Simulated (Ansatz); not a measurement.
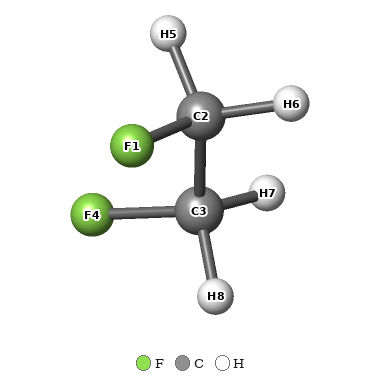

The system is C₂H₄F₂ (SMILES FCCF) with the probe Cl-; the picture shows it without the atoms that are moved over the map. 
- The probe is moved over the molecule's main plane.
- The first coordinate is: x of the probe's Cl atom; the second: y of the probe's Cl atom.
- Nothing is relaxed (molecule and probe rigid).
- Grid: 15 × 15 points; 94 points were computed and 83 follow by symmetry. At 48 points there is no value (left out of the scan, as a rule where atoms come close).
- Points are written as (first, second).
- Energies: eV, counted from molecule and probe far apart, each relaxed in its own basis (no counterpoise correction).
- Energies and slopes of some neighbouring points disagree (a jump in structure or state, or too coarse a mesh).
- Level of theory: Ansatz 0.2.0, RKS PBE0-D4/def2-SVPD.

Range: x of the probe's Cl atom from −4.27 to 4.27 Å; y of the probe's Cl atom from −4.27 to 4.27 Å.

> Predict the map.

The lowest grid point is at (0.00 Å, 3.66 Å) [nearest 2 H at 2.50 Å], −0.6 eV from molecule and probe far apart, each relaxed in its own basis (no counterpoise correction). The highest grid point, (0.00 Å, 1.83 Å) [nearest 2 H at 1.26 Å], lies 23.6 eV above the lowest.

| y of the probe's Cl atom ↓, x of the probe's Cl atom → | −4.27 | −3.66 | −3.05 | −2.44 | −1.83 | −1.22 | −0.61 | 0.00 | 0.61 | 1.22 | 1.83 | 2.44 | 3.05 | 3.66 | 4.27 |
| --- | --- | --- | --- | --- | --- | --- | --- | --- | --- | --- | --- | --- | --- | --- | --- |
| 4.27 | −0.2 | −0.3 | −0.4 | −0.5 | −0.5 | −0.6 | −0.6 | −0.6 | −0.6 | −0.6 | −0.5 | −0.5 | −0.4 | −0.3 | −0.2 |
| 3.66 | −0.3 | −0.3 | −0.5 | −0.6 | −0.6 | −0.6 | −0.6 | −0.6 | −0.6 | −0.6 | −0.6 | −0.6 | −0.5 | −0.3 | −0.3 |
| 3.05 | −0.3 | −0.4 | −0.5 | −0.4 | 0.0 | 0.6 | 0.6 | 0.4 | 0.6 | 0.6 | 0.0 | −0.4 | −0.5 | −0.4 | −0.3 |
| 2.44 | −0.3 | −0.4 | −0.3 | 0.6 | 4.6 | – | 8.4 | 6.2 | 8.4 | – | 4.6 | 0.6 | −0.3 | −0.4 | −0.3 |
| 1.83 | −0.2 | −0.3 | 0.2 | 3.6 | – | – | – | 23.0 | – | – | – | 3.6 | 0.2 | −0.3 | −0.2 |
| 1.22 | −0.2 | −0.1 | 1.1 | 7.7 | – | – | – | – | – | – | – | 7.7 | 1.1 | −0.1 | −0.2 |
| 0.61 | 0.0 | 0.3 | 3.0 | 14.5 | – | – | – | – | – | – | – | 14.5 | 3.0 | 0.3 | 0.0 |
| 0.00 | 0.1 | 0.9 | 6.2 | – | – | – | – | – | – | – | – | – | 6.2 | 0.9 | 0.1 |
| −0.61 | 0.2 | 1.2 | 7.4 | – | – | – | – | – | – | – | – | – | 7.4 | 1.2 | 0.2 |
| −1.22 | 0.2 | 0.9 | 4.9 | – | – | – | – | 19.1 | – | – | – | – | 4.9 | 0.9 | 0.2 |
| −1.83 | 0.2 | 0.5 | 1.9 | 6.6 | 13.8 | 15.2 | 9.9 | 6.2 | 9.9 | 15.2 | 13.8 | 6.6 | 1.9 | 0.5 | 0.2 |
| −2.44 | 0.2 | 0.3 | 0.6 | 1.5 | 2.8 | 3.1 | 2.2 | 1.6 | 2.2 | 3.1 | 2.8 | 1.5 | 0.6 | 0.3 | 0.2 |
| −3.05 | 0.2 | 0.2 | 0.3 | 0.4 | 0.6 | 0.7 | 0.6 | 0.5 | 0.6 | 0.7 | 0.6 | 0.4 | 0.3 | 0.2 | 0.2 |
| −3.66 | 0.2 | 0.2 | 0.2 | 0.3 | 0.3 | 0.3 | 0.3 | 0.3 | 0.3 | 0.3 | 0.3 | 0.3 | 0.2 | 0.2 | 0.2 |
| −4.27 | 0.1 | 0.2 | 0.2 | 0.2 | 0.2 | 0.2 | 0.2 | 0.2 | 0.2 | 0.2 | 0.2 | 0.2 | 0.2 | 0.2 | 0.1 |

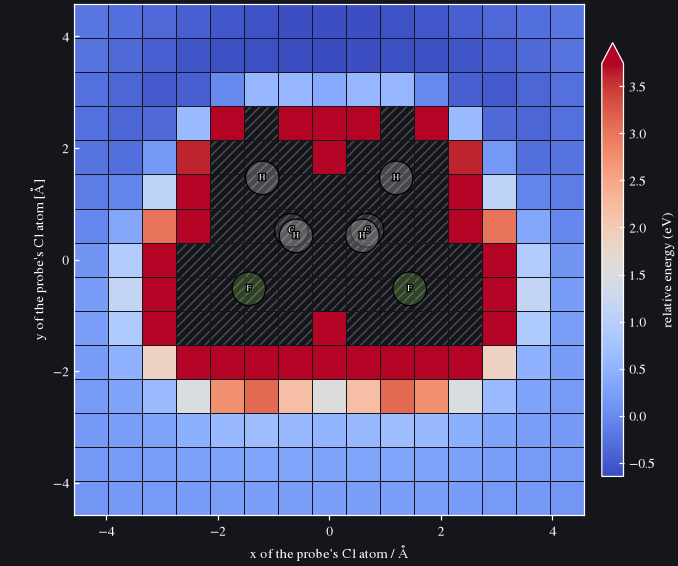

Drawn: one coloured cell a grid point, labelled circles for the molecule's atoms, projected on the plane, one colour for all values above the top of the scale, hatched blanks where no value was computed.

Each point was launched as `ansatz run input.yaml --threads 1 --pin off --max-ram 2560MiB --backend cpu --events-out ev --progress --plain --runs-dir out`. The whole map (94 points run) took 12 min on 1 thread of Arm Neoverse V2, on a shared host.
